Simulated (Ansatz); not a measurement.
```xyz
7

Si   -0.6480    0.0057    0.5186
O     0.9955   -0.2565   -0.5129
O    -1.6242   -0.8106   -0.3568
H     0.5608   -0.7586   -1.2468
F    -0.5064    1.6314    0.5099
F    -0.0858   -0.4044    1.9814
H     1.3083    0.5931   -0.8934
```

These are results of Ansatz, RKS PBE-D4/def2-SVP, not measurements.

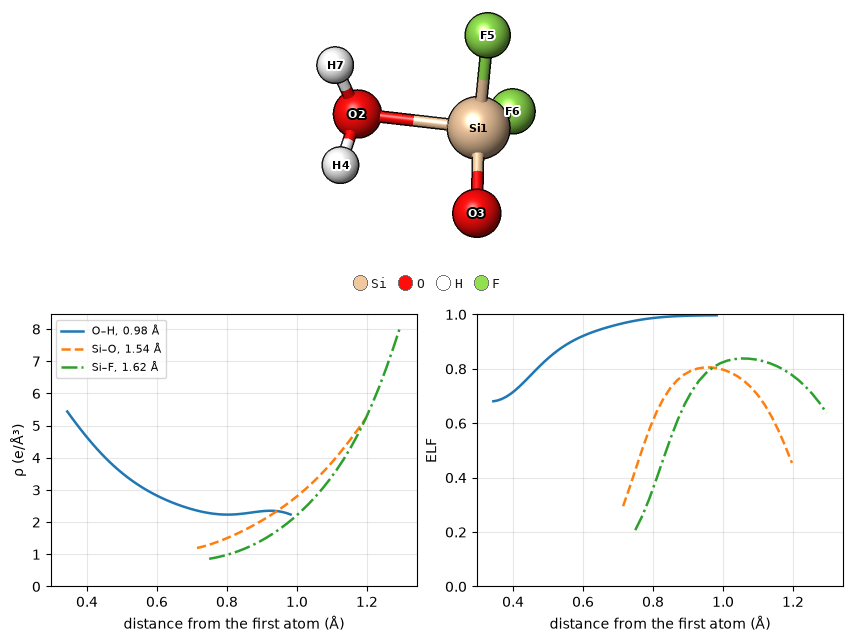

F₂H₂O₂Si. Total electron density and electron localisation function along straight lines between neighbouring atoms. The curves leave out the atomic cores. The structure is drawn too.

Question: What can be read from the curves?

Answer: O–H (0.98 Å): the density is about 3.6 e/Å³ at the midpoint; the ELF climbs to about 1 towards the hydrogen, as it does in any bond to H (an ordinary covalent bond to hydrogen).
Si–O (1.54 Å): ρ is about 1.4 e/Å³ halfway; the ELF peaks at about 0.80 between the atoms; a short, strongly polar bond.
Si–F (1.62 Å): ρ is about 1 e/Å³ halfway; the ELF peaks at about 0.85 in the valence shell of F, 0.6 Å from its nucleus, and is about 0.40 at the midpoint.
